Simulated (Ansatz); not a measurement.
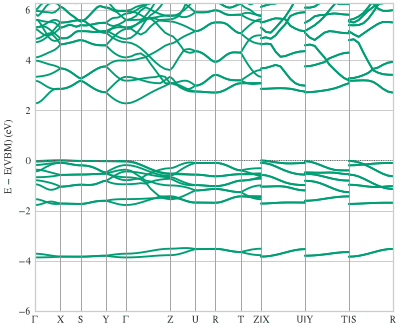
Fig. 1. Band structure from DFT-r²SCAN in the program Ansatz with PAW potentials

Q: Read off the gap and where the band edges lie.

A: About 2.3 eV (2.27 eV by a search for the band edges); maximum on the Γ–X line, 79 % of the way from Γ, minimum at Γ.

The material is Cs$_{2}$HgSe$_{2}$ in space group Pbam (No. 55; Hg on 2a, Cs on 4h, Se on 4g).

The workflow started from an entry of the Crystallography Open Database (COD, 100 K). Its standing as an ambient phase is unchecked. The cell was relaxed with r²SCAN under the symmetry of its start; its stability against distortions is not shown here. Scalar-relativistic: spin–orbit coupling is off unless named, which matters more the heavier the elements.

Potentials: the later of the program's two PAW sets.
